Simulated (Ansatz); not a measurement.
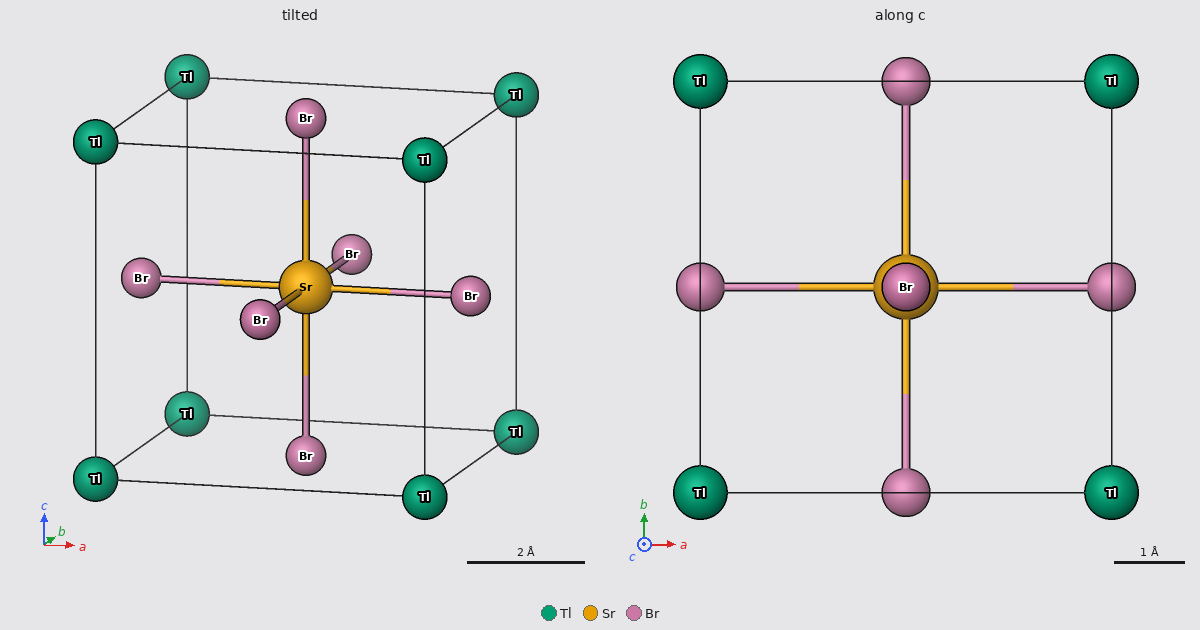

Ball-and-stick representation of a periodic structure, projected slightly off an axis and along the c axis. The lines enclose the unit cell; boundary atoms appear with their images.

SrTlBr₃, a = 5.874 Å, b = 5.874 Å, c = 5.912 Å, α = 90.00°, β = 90.00°, γ = 90.00°. Strictly the space group is P4/mmm (No. 123, within 0.01 Å). It is a distorted form of a primitive cubic structure, space group Pm-3m (No. 221) within 0.25 Å: cubic perovskite with the larger cation on the octahedral site (an inverted filling). The model was built from a structure type filled with these elements by a generator (whether the compound takes this form wasn't checked). The cell was then strained or its atoms displaced on purpose. It was the input of a calculation with Ansatz.

This one geometry was computed with Ansatz (DFT, plane waves, PAW) at three levels of theory: r2SCAN, HSE06 and PBE. It was relaxed with r2SCAN and then strained.

How does the band gap change with the level of theory?

PBE: a gap of 3.16 eV, indirect; r2SCAN: a gap of 3.61 eV, indirect; HSE06: a gap of 4.22 eV, indirect.

Collect the results in a table.

| level | cutoff (eV) | k-mesh of the run's cell | gap (eV) | pressure (GPa) |
| --- | --- | --- | --- | --- |
| r2SCAN | 500 | 4×4×4 | 3.61 | 0.2 |
| HSE06 | 420 | 4×4×4 | 4.22 | 0.5 |
| PBE | 420 | 4×4×4 | 3.16 | 0.7 |

Gaps are taken on the k-mesh or band path of each run.
